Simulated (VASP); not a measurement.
Given:

```xyz
2
Lattice="0.0000 3.4373 3.4373 3.4373 0.0000 3.4373 3.4373 3.4373 0.0000" Properties=species:S:1:pos:R:3 pbc="T T T"
Rb     0.0000     0.0000     0.0000
Br     3.4373     3.4373     3.4373
```

All values below come from rev-vdW-DF2, VASP's PBE PAW potentials (set 64) (plane waves; VASP). Run with 520 eV cut-off, 8×8×8 Γ-centred mesh, tetrahedra with Blöchl corrections, potentials Rb_sv Br.

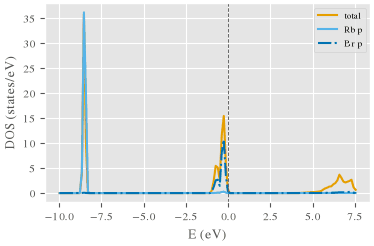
Figure: Total and projected density of states, zero at the valence-band maximum

Within 2 eV below the valence-band maximum the largest weight inside VASP's projection spheres is Br p.

The gap is direct, 4.13 eV, from the valence maximum at Γ to the conduction minimum at Γ.

The compound is RbBr in the rock salt structure. It was relaxed first.
